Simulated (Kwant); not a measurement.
System: wire with one Gaussian impurity in a InAs two-dimensional gas. Effective mass 0.023 mₑ, grid spacing 12 nm, hard walls, nominal width 300 nm (25 grid rows, so walls 312 nm apart), one parabolic valley, scattering region 900 nm long along x; energies count from the band bottom; Fermi energy swept from 0.00014533 to 0.0030882 eV. Impurity U exp(−r²/2σ²), U = -0.0059 eV, σ = 35 nm, 60 nm off the axis.

The device is made up for the run: typed textbook-type constants, with dimensions and the other settings drawn at random.

Kwant, effective-mass tight-binding model on a square grid, one spin, coherent transport at 0 K. Conductance is in e²/h.

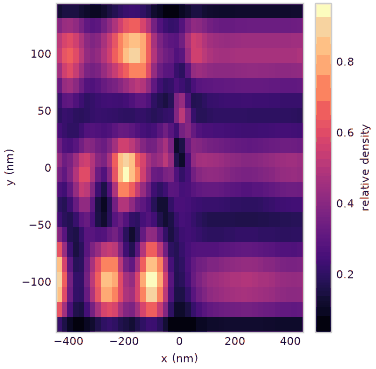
Density of the scattering states that come in from the left lead, at energy = 0.0016291 eV, in bins, relative to the largest site value

The conductance there is 2.67 e²/h with 3 open channel(s) in the leads.
